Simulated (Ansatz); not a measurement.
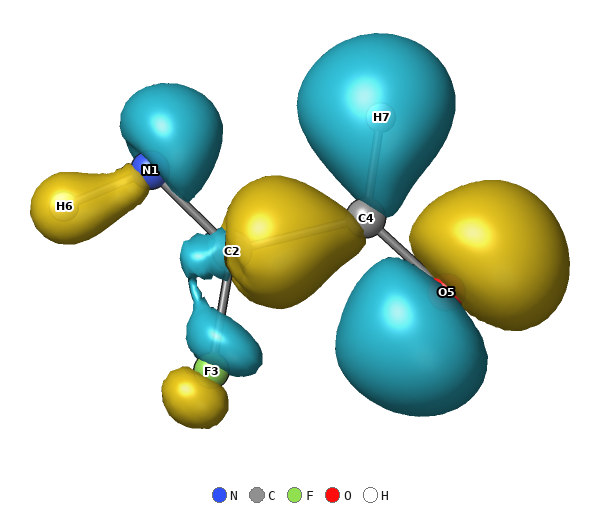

The picture shows: C$_{2}$H$_{2}$FNO (SMILES N=C(F)C=O). The HOMO at ±0.1 Å⁻³ᐟ² (yellow and cyan are the two phases), seen across its widest extent.

All numbers below come from RKS B3LYP-D4/def2-SVP (Ansatz).

```xyz
7

N    -1.3259   -0.3639    0.3220
C    -0.1367    0.0372    0.3724
F     0.4674    0.5056    1.4686
C     0.7458    0.0230   -0.8482
O     1.8887    0.3913   -0.8399
H    -1.7974   -0.2950    1.2306
H     0.2193   -0.3662   -1.7513
```

Where does this orbital lie, and at what energy?

By Hirshfeld shares it lies mainly on O5 (about 60 %), C4 (about 15 %), C2 (about 10 %) and H7 (about 10 %); it is symmetric in the molecular plane (an in-plane orbital: σ, lone-pair or in-plane π type). Its energy is −7.92 eV.
